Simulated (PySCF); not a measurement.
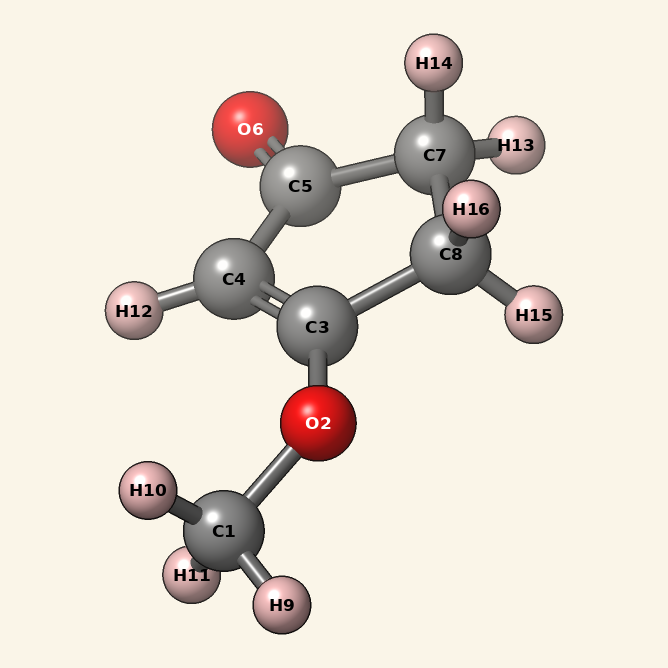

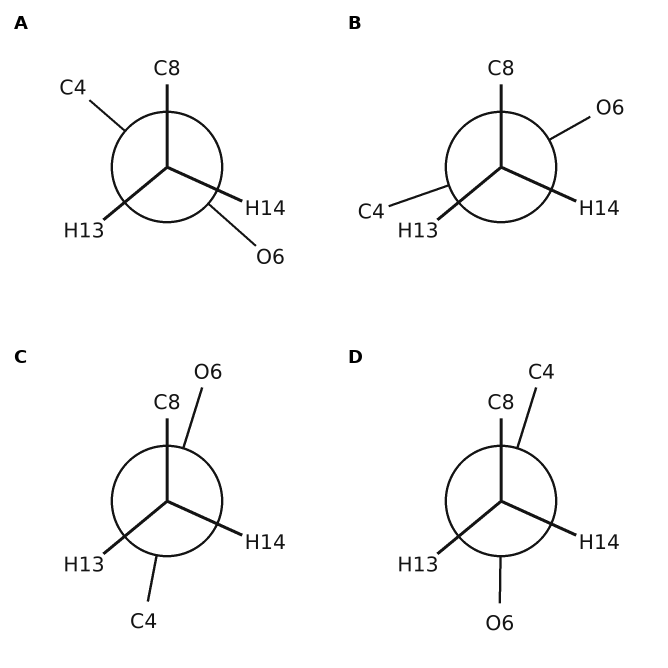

Depth is shown by fading: the farther an atom, the more it takes the colour of the background. Bonds that would overlap in a projection are set slightly apart. Geometry: a frame of a GFN2-xTB molecular-dynamics simulation, not a minimum.

**Which Newman projection shows the view along C7–C5, with C7 in front?**

D. The torsion angle C8–C7–C5–O6 is −179°, antiperiplanar (anti).
